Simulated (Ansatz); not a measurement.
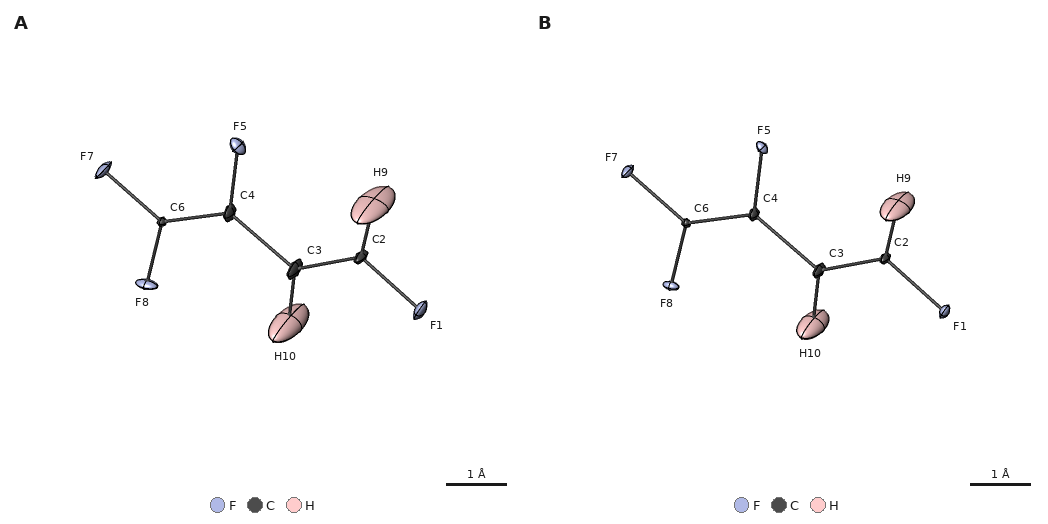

Displacement ellipsoids at the 50 % level, from the internal vibrations of the free molecule (harmonic, no overall translation or rotation; no half-axis is drawn under 0.075 Å). Vibrations computed with RKS PBE0-D4/def2-TZVP (Ansatz 0.2.0). One panel is for 298 K, the other for 600 K.

Question: Which panel is for 600 K?

Answer: A.

Question: How much does the mean-square displacement of F7 grow, and why?

Answer: U_eq goes from 0.0064 to 0.0123 Å², a factor of 1.9. Modes below kT (417 cm⁻¹ at 600 K) grow about in proportion to T, and the lowest lies at 109 cm⁻¹; the mean-square amplitude of a mode is its zero-point value times coth(ħω/2kT), which comes close to 1 only above about 3kT.
